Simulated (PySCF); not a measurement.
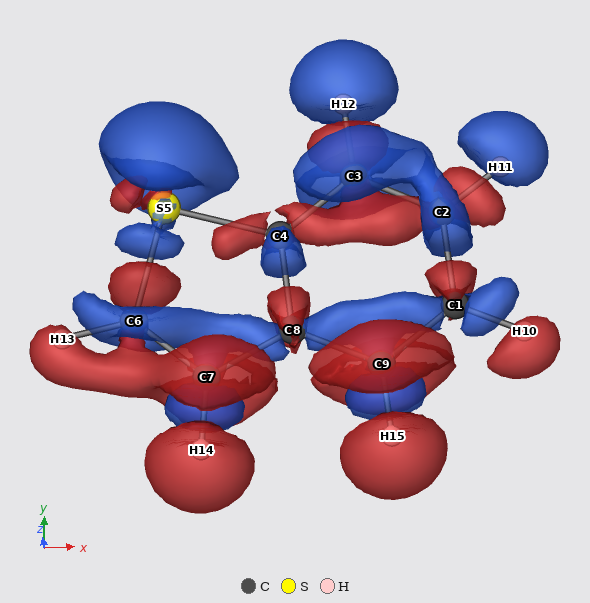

Figure. C8H6S, SMILES `c1ccc2sccc2c1`. Change of the electron density in a uniform field of 0.26 V/Å, surfaces at ±0.002 e/Å³ (blue: gain, red: loss).

Computed with PySCF, PBE0/6-31+G*, geometry: GFN2-xTB. No frequency check shows the geometry to be a minimum. The basis has diffuse s and p functions alone, which still leaves polarisabilities too small, most of all across bonds. GFN2-xTB bond lengths at metals and heavier atoms can be off by up to 0.1 Å and shapes distorted, which carries into these values.

> Along which Cartesian direction does the field point?

Along −y: electrons gather on the +y side, against the field.

> How large is the response?

The induced dipole is 1.40 D (along the field); α along this axis, from the fields in both directions, is 110 bohr³ (16.3 Å³).

> Which atoms gain and lose the most charge?

Electrons gather most on S5 (Hirshfeld charge changes by −0.026 e) and leave C7 most (+0.012 e); 0.104 electrons are displaced in all.
